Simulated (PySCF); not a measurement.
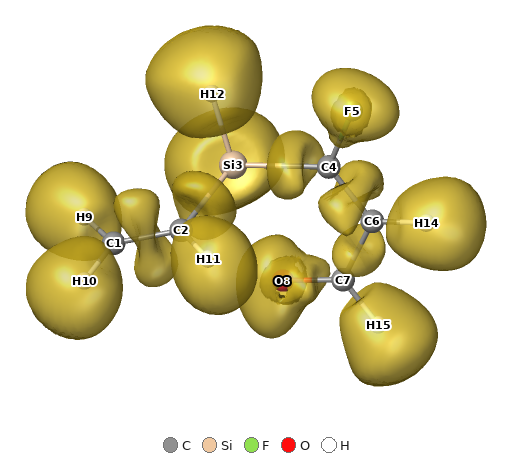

Figure. C₅H₇FOSi (SMILES C=C[SiH2]/C(F)=C\C=O). Isosurface of the electron localisation function at 0.75 (yellow), seen across its widest extent. Core shells and regions of very low density are left out.

Geometry: GFN2-xTB.

Computed with PySCF 2.14.0, wB97X-D/def2-SVPD, SCF density, gas phase.

```json
{"atom": "C", "x (Å)": "2.7377", "y (Å)": "0.1047", "z (Å)": "-0.4345"}
{"atom": "C", "x (Å)": "1.5559", "y (Å)": "-0.2090", "z (Å)": "0.0694"}
{"atom": "Si", "x (Å)": "0.0410", "y (Å)": "-0.5747", "z (Å)": "-0.9883"}
{"atom": "C", "x (Å)": "-1.4449", "y (Å)": "-0.9017", "z (Å)": "0.1689"}
{"atom": "F", "x (Å)": "-1.9120", "y (Å)": "-2.1519", "z (Å)": "0.2273"}
{"atom": "C", "x (Å)": "-2.0273", "y (Å)": "0.0474", "z (Å)": "0.9165"}
{"atom": "C", "x (Å)": "-1.4720", "y (Å)": "1.3688", "z (Å)": "0.7933"}
{"atom": "O", "x (Å)": "-0.5354", "y (Å)": "1.6284", "z (Å)": "0.0624"}
{"atom": "H", "x (Å)": "2.8980", "y (Å)": "0.1761", "z (Å)": "-1.4975"}
{"atom": "H", "x (Å)": "3.5979", "y (Å)": "0.3084", "z (Å)": "0.1853"}
{"atom": "H", "x (Å)": "1.4521", "y (Å)": "-0.2574", "z (Å)": "1.1472"}
{"atom": "H", "x (Å)": "0.2269", "y (Å)": "-1.9114", "z (Å)": "-1.5926"}
{"atom": "H", "x (Å)": "-0.3193", "y (Å)": "0.3514", "z (Å)": "-2.0549"}
{"atom": "H", "x (Å)": "-2.8629", "y (Å)": "-0.1312", "z (Å)": "1.5761"}
{"atom": "H", "x (Å)": "-1.9403", "y (Å)": "2.1603", "z (Å)": "1.3995"}
```

Q: What do the ELF domains correspond to?

A: At this value the surface marks out three regions between bonded C–C atoms (shared pairs), two regions between bonded C–Si atoms (shared pairs), seven regions around hydrogen nuclei, one region on F in which the atom's valence shell and bonds are merged and one region on O in which the atom's valence shell and bonds are merged. Along the contacts the grid gives the following. C–O (1.22 Å): the ELF peaks at about 0.90 between the atoms: a multiple bond. C–C (1.32 Å): the ELF peaks at about 0.90 between the atoms (a multiple bond).
